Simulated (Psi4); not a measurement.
# CH5NOSi (SMILES CO[Si]N): methods side by side

CH5NOSi has 9 atoms, charge 0, and is taken as a singlet. As SMILES, `CO[Si]N`. The shape was relaxed beforehand at PBE0/def2-TZVP. This is one conformer, not always the lowest.

```xyz
9

C    -0.0722    0.4700   -1.6339
O     0.1710    0.2423   -0.2661
Si   -0.6242   -0.9285    0.6018
N     0.1396   -0.6483    2.1002
H    -0.4130    1.4984   -1.7793
H    -0.8345   -0.2089   -2.0364
H     0.8522    0.3269   -2.1996
H    -0.0800   -1.1844    2.9233
H     0.8458    0.0555    2.2596
```

Each level gives the HOMO–LUMO gap (eV). The values are calculated.

```
                                 level                    kind  program  value (eV)  CPU time
   PBE-D4/def2-TZVPP (density fitting)                     GGA     Psi4        3.93      64 s
r2SCAN-D4/def2-TZVPP (density fitting)                meta-GGA     Psi4        4.25   3.7 min
 B3LYP-D4/def2-TZVPP (density fitting)           global hybrid     Psi4        5.50      71 s
  PBE0-D4/def2-TZVPP (density fitting)           global hybrid     Psi4        5.86      60 s
  wB97M-V/def2-TZVPP (density fitting)  range-separated hybrid     Psi4        9.99     4 min
```

The values span 3.93 to 9.99 eV. Orbital gaps aren't excitation energies; they tend to grow with the share of exact exchange. Times are those of the runs behind each value, whatever else they computed, on shared processors of several kinds: orders of magnitude only.

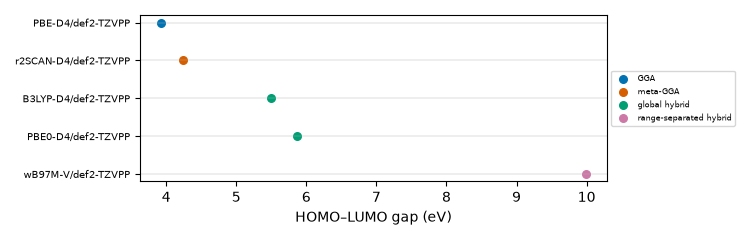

The values of the table, level by level.
